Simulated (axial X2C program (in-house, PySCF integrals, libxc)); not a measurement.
# SnP: properties at the nuclei

Wanted for SnP: properties at the nuclei, at the two-component level.

Computed with an in-house X2C program for linear molecules on PySCF integrals. Level: two-component X2C with atomic mean-field terms, Sn dyall-cv3z, P dyall-v3z.

All values are calculated.

### 1 Set-up

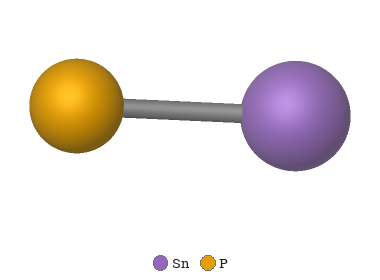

The two atoms at 2.320 Å (tin purple, phosphorus amber).

File task.json:

```json
{"zs": [50, 15], "q": 0, "bas": ["dyall-cv3z", "dyall-v3z"], "r0": 2.32, "levels": ["PBE0", "HF", "LDA", "TPSSh", "PBE"], "nst": 3}
```

Keys: zs atomic numbers; q charge; bas basis sets; r0 starting distance in Å; levels methods (HF also brings MP2); nst determinants followed.

On the command line:

```bash
$ python soeom.py task.json out
```

Nuclei are Gaussian, cores are contracted, and the Gaunt term is on.

### 2 Expectation values, lowest determinant

R = 2.352 Å. State: Ω = 3/2 (excess of +ω over −ω: ω = 3/2).

Output of the PBE0 run:

```text
two-component X2C + atomic mean field  PBE0
basis functions 175  fitting functions 942  grid points 5079
iter        total energy     max residual
   1      -6515.138657708     2.56e+00
   2      -6515.641343821     7.12e-03
   3      -6515.639510867     9.12e-03
   4      -6515.642022869     3.88e-03
   5      -6515.642431610     8.43e-04
   6      -6515.642450228     2.01e-04
   7      -6515.642451713     7.32e-05
   8      -6515.642452534     6.57e-05
   9      -6515.642453570     2.58e-05
  10      -6515.642453670     6.55e-06
  11      -6515.642453672     2.39e-06
converged
one-electron -9294.17508159  Coulomb 2802.79762997  exact exchange -46.62859342  xc functional -142.81226579  nuclear repulsion 168.74273307  atomic mean-field constant -3.56687591
```

The highest occupied spinor is 52% P p, 43% Sn p, 3% Sn d.

| level | Eeff magnitude (GV/cm) | Ws magnitude Sn (kHz) | A∥/gI Sn (MHz) | qzz Sn (a.u.) | A∥/gI P (MHz) | qzz P (a.u.) | μ (D) |
| --- | --- | --- | --- | --- | --- | --- | --- |
| PBE0 | 0.0854 | 0.00459 | 243 | -6.92 | 60.9 | -1.31 | -2.19 |
| HF | 0.4 | 0.122 | 562 | -6.56 | -25.1 | -1.46 | -1.48 |
| LDA | 0.143 | 0.0115 | 176 | -6.50 | 96 | -1.39 | -1.88 |
| TPSSh | 0.146 | 0.0262 | 242 | -6.67 | 75.8 | -1.31 | -2.12 |
| PBE | 0.107 | 0.00481 | 203 | -6.46 | 76.1 | -1.34 | -2.00 |

Eeff is the effective electric field on the electron dipole moment in this Ω state and Ws the scalar–pseudoscalar constant (defined with the proton number Z and per Ω); A∥ is the parallel hyperfine constant, which follows by multiplying with the nuclear g factor gI = μI/(I μN); qzz is the electric field gradient, eQq0 = 234.96 MHz × Q/barn × qzz; μ is positive if P is the positive end. The operators were transformed with the bare-nucleus X2C matrices.

### 3 Expectation values, a higher determinant

R = 2.352 Å. State: Ω = 1/2 (excess of +ω over −ω: ω = 1/2), 0.11 eV above the lowest in the PBE0 search for states (made at or near this distance, with looser thresholds).

Output of the PBE0 run:

```text
two-component X2C + atomic mean field  PBE0
basis functions 175  fitting functions 942  grid points 5079
iter        total energy     max residual
   1      -6515.134935035     2.54e+00
   2      -6515.636930433     7.09e-03
   3      -6515.634835572     9.17e-03
   4      -6515.637555907     4.10e-03
   5      -6515.638035764     7.55e-04
   6      -6515.638052296     1.61e-04
   7      -6515.638054062     7.66e-05
   8      -6515.638055154     6.27e-05
   9      -6515.638057014     3.04e-05
  10      -6515.638057417     8.68e-06
  11      -6515.638057441     4.66e-06
  12      -6515.638057447     2.52e-06
  13      -6515.638057452     1.42e-06
  14      -6515.638057452     2.05e-07
converged
one-electron -9294.02870989  Coulomb 2802.64917218  exact exchange -46.62661479  xc functional -142.80776211  nuclear repulsion 168.74273307  atomic mean-field constant -3.56687591
```

The highest occupied spinor is 59% P p, 36% Sn p, 3% Sn d.

| level | Eeff magnitude (GV/cm) | Ws magnitude Sn (kHz) | A∥/gI Sn (MHz) | qzz Sn (a.u.) | A∥/gI P (MHz) | qzz P (a.u.) | μ (D) |
| --- | --- | --- | --- | --- | --- | --- | --- |
| PBE0 | 1.92 | 2.29 | 639 | -7.11 | 574 | -1.16 | -2.35 |
| HF | 14.1 | 16.1 | 469 | -6.23 | 331 | -1.10 | -1.65 |
| LDA | 1.67 | 2.01 | 672 | -6.38 | 610 | -1.16 | -1.99 |
| TPSSh | 1.43 | 1.72 | 659 | -6.87 | 533 | -1.18 | -2.25 |
| PBE | 1.48 | 1.78 | 662 | -6.51 | 597 | -1.18 | -2.11 |

### 4 Expectation values, a higher determinant

R = 2.352 Å. State: Ω = 1/2 (excess of +ω over −ω: 2 × ω = -1/2, ω = 3/2), 1.62 eV above the lowest in the PBE0 search for states (made at or near this distance, with looser thresholds).

Output of the PBE0 run:

```text
two-component X2C + atomic mean field  PBE0
basis functions 175  fitting functions 942  grid points 5079
iter        total energy     max residual
   1      -6515.075405729     2.62e+00
   2      -6515.586102301     7.52e-03
   3      -6515.586192887     8.88e-03
   4      -6515.587052772     3.48e-04
   5      -6515.587054319     2.81e-04
   6      -6515.587055575     6.51e-05
   7      -6515.587055730     1.36e-05
   8      -6515.587055752     9.62e-06
   9      -6515.587055766     5.75e-06
  10      -6515.587055772     2.04e-06
  11      -6515.587055773     6.12e-07
converged
one-electron -9294.48897779  Coulomb 2803.22174915  exact exchange -46.65095754  xc functional -142.84472676  nuclear repulsion 168.74273307  atomic mean-field constant -3.56687591
```

The highest occupied spinor is 76% Sn p, 17% P p, 4% P d.

| level | Eeff magnitude (GV/cm) | Ws magnitude Sn (kHz) | A∥/gI Sn (MHz) | qzz Sn (a.u.) | A∥/gI P (MHz) | qzz P (a.u.) | μ (D) |
| --- | --- | --- | --- | --- | --- | --- | --- |
| PBE0 | 0.882 | 1.12 | -2450 | -4.60 | -493 | -1.70 | -0.27 |
| HF | 0.539 | 0.689 | -2290 | -5.24 | -361 | -1.61 | -0.35 |
| LDA | 1.45 | 1.8 | -2450 | -4.44 | -499 | -1.75 | -0.14 |
| TPSSh | 0.526 | 0.722 | -2380 | -4.44 | -396 | -1.71 | -0.24 |
| PBE | 0.902 | 1.15 | -2440 | -4.40 | -524 | -1.75 | -0.19 |

### 5 Summary of results

```
                                        quantity                                                  value
                              lowest determinant                Ω = 3/2 (excess of +ω over −ω: ω = 3/2)
                    Eeff magnitude (GV/cm), PBE0                                                 0.0854
                     Ws magnitude Sn (kHz), PBE0                                                0.00459
                            A∥/gI Sn (MHz), PBE0                                                    243
                             qzz Sn (a.u.), PBE0                                                  -6.92
                              higher determinant                Ω = 1/2 (excess of +ω over −ω: ω = 1/2)
Eeff magnitude (GV/cm), PBE0, higher determinant                                                   1.92
 Ws magnitude Sn (kHz), PBE0, higher determinant                                                   2.29
        A∥/gI Sn (MHz), PBE0, higher determinant                                                    639
         qzz Sn (a.u.), PBE0, higher determinant                                                  -7.11
                              higher determinant  Ω = 1/2 (excess of +ω over −ω: 2 × ω = -1/2, ω = 3/2)
Eeff magnitude (GV/cm), PBE0, higher determinant                                                  0.882
 Ws magnitude Sn (kHz), PBE0, higher determinant                                                   1.12
        A∥/gI Sn (MHz), PBE0, higher determinant                                                  -2450
         qzz Sn (a.u.), PBE0, higher determinant                                                  -4.60
```

In the first state, the effective field runs from 0.0854 to 0.4 GV/cm over the mean-field levels, so the levels don't agree on it. The expectation values come from single determinants, which for open shells can mix terms of unlike spin or miss the lowest Ω, so a determinant need not be a state. Eeff is the effective electric field on the electron dipole moment in this Ω state and Ws the scalar–pseudoscalar constant (defined with the proton number Z and per Ω); A∥ is the parallel hyperfine constant, which follows by multiplying with the nuclear g factor gI = μI/(I μN); qzz is the electric field gradient, eQq0 = 234.96 MHz × Q/barn × qzz; μ is positive if P is the positive end. The operators were transformed with the bare-nucleus X2C matrices.
